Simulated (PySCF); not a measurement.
The calculation's input:

```
{"job": {"kind": "nmr", "xc": "PBE0", "basis": "pcSseg-1"}, "charge": 0, "multiplicity": 1}
F      0.581605    -0.935695     1.732295
C      0.371706    -0.846584     0.374502
C      1.280207     0.241158    -0.220406
O      0.455067     1.350057    -0.536220
C     -0.836529     1.068851    -0.389314
S     -2.001551     2.143007    -0.705956
C     -1.041379    -0.347494     0.084117
H      0.587450    -1.841190    -0.025170
H      1.775371    -0.094030    -1.136529
H      2.033252     0.563507     0.503529
H     -1.662022    -0.369079     0.980622
H     -1.541979    -0.933195    -0.687497
```

Run with:

```sh
OMP_NUM_THREADS=1 python probes_run.py task.json out
```

Geometry: GFN2-xTB.

Theory: PBE0/pcSseg-1, SCF density, gas phase, non-relativistic (PySCF 2.14.0).

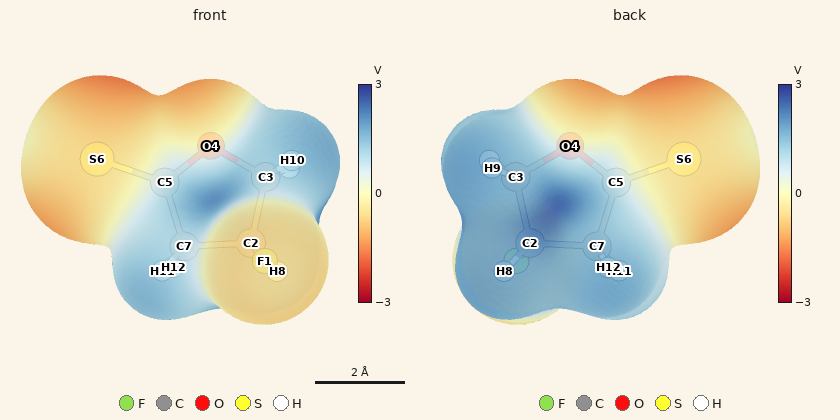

C$_{4}$H$_{5}$FOS. The molecular electrostatic potential painted on the density surface at 0.004 e/bohr³, seen from the front and from behind; red is negative and blue positive.

**Where is the surface potential most negative and most positive?**

The most negative region (about −1.6 V) lies over S6, the most positive (about +2.4 V) over C2, C3, C5 and C7.

**How polar is the molecule by this calculation?**

Its dipole moment is 4.24 D.
